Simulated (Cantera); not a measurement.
Charge: 1 mol Si, 0.018 mol O2, 1.9 mol H2, held at 0.00255 Torr.

Cantera equilibrium calculation (NASA polynomials, part measured and part estimated; ideal gas, pure solids and liquids). Candidate condensed phases: H2O, Si, SiO2; 18 gas species. Gases not in the tables: Si2H6 and higher silanes. Kinetics and transport are ignored.

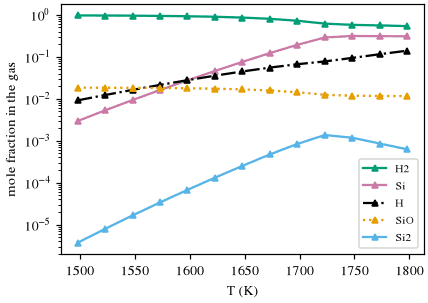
Equilibrium gas composition (values under 1e-9 drawn at 1e-9)

Problem. Read off the mole fractions at 1598 K.

Solution. H2 about 0.93, H about 0.028, Si about 0.028, SiO about 0.018, Si2 about 6.8e-5.
